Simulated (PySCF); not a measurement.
**PH (SMILES [PH]): UPBE/cc-pVTZ**

Aim: the energy change on altering one bond length of PH at UPBE/cc-pVTZ, from 2 runs. 

Program for the calculation: PySCF 2.14.0.

4 further runs of the same task are left out: 4 set aside as unsound or not needed.

## Step 1: The system as given

The species is PH (2 atoms), meant as a triplet with charge 0. SMILES: `[PH]`. Geometry: relaxed at PBE0-D4/def2-TZVP.

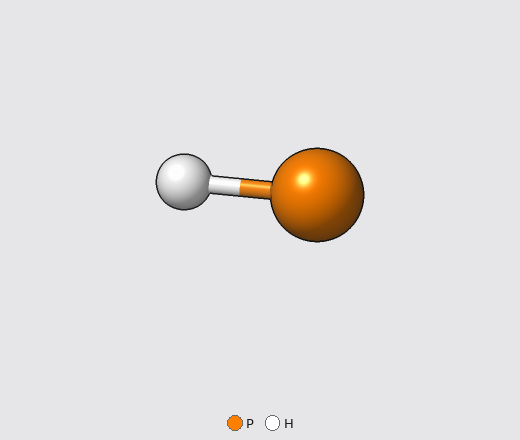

The structure, seen from a chosen angle (phosphorus orange, hydrogen white).

## Step 2: A single-point energy at UPBE/cc-pVTZ

mol.xyz reads:

```xyz
2
HP
P      0.000000     0.000000    -0.014610
H      0.000000     0.000000     1.413680
```

job.py reads:

```python
from pyscf import gto, dft

molecule = gto.Mole()
molecule.atom = 'mol.xyz'
molecule.spin = 2
molecule.verbose = 3
molecule.max_memory = 1860
molecule.basis = 'cc-pvtz'
molecule.build()

mf = dft.UKS(molecule)
mf.xc = 'pbe'
mf.conv_tol = 1e-10
mf.grids.level = 5
mf.kernel()
if not mf.converged:
    mf = mf.newton().run(mf.mo_coeff, mf.mo_occ)

e_final = mf.e_tot
print('Final energy', e_final)
```

The run is started by

```sh
OMP_NUM_THREADS=1 python job.py
```

Log:

```text
WARN: HOMO -0.201286590512712 >= LUMO -0.201286590512721

converged SCF energy = -341.725804021354  <S^2> = 2.006488  2S+1 = 3.0043223
Final energy -341.7258040213538
```

Run time: 2.9 s. Hardware: 1 thread of Arm Neoverse V2, shared host; peak memory 0.26 GiB.

## Step 3: The distorted shape

calc.py reads:

```python
from pyscf import gto, dft

molecule = gto.M(
    atom=[
    ('P', (-0.000000, -0.000000, -0.228820)),
    ('H', (0.000000, 0.000000, 1.413680)),
],
    max_memory=1860,
    spin=2,
    basis='cc-pvtz',
    verbose=3,
    charge=0,
)

myscf = dft.UKS(molecule, xc='pbe')
myscf.grids.level = 5
myscf.conv_tol = 1e-10
myscf.kernel()
if not myscf.converged:
    myscf = myscf.newton().run(myscf.mo_coeff, myscf.mo_occ)

e_final = myscf.e_tot
print('E = %.10f Eh' % e_final)
```

The run is started by

```sh
OMP_NUM_THREADS=1 python calc.py
```

Log:

```text
WARN: HOMO -0.197298151436538 >= LUMO -0.197298151436543

converged SCF energy = -341.71584146042  <S^2> = 2.0072798  2S+1 = 3.0048493
E = -341.7158414604 Eh
```

Wall time 3 s (1 thread of Arm Neoverse V2, shared host); peak memory 0.26 GiB.

## Step 4: What came out

Level: UPBE/cc-pVTZ.

```
                                                         quantity          value
                                        first shape: total energy  -341.72580 Eh
                                       first shape: dipole moment         0.48 D
                  first shape: HOMO energy (highest over α and β)       -6.13 eV
                   first shape: LUMO energy (lowest over α and β)       -3.89 eV
                                                first shape: ⟨S²⟩          2.006
                                    distorted shape: total energy  -341.71584 Eh
                                   distorted shape: dipole moment         0.19 D
              distorted shape: HOMO energy (highest over α and β)       -6.17 eV
               distorted shape: LUMO energy (lowest over α and β)       -3.92 eV
                                            distorted shape: ⟨S²⟩          2.007
energy change with the P1–H2 bond stretched from 1.428 to 1.643 Å       0.271 eV
```

What this shows: With the P1–H2 bond stretched from 1.428 to 1.643 Å the energy rises by 0.27 eV (6.3 kcal/mol). The first shape isn't relaxed at this level, so the change isn't measured from a minimum.
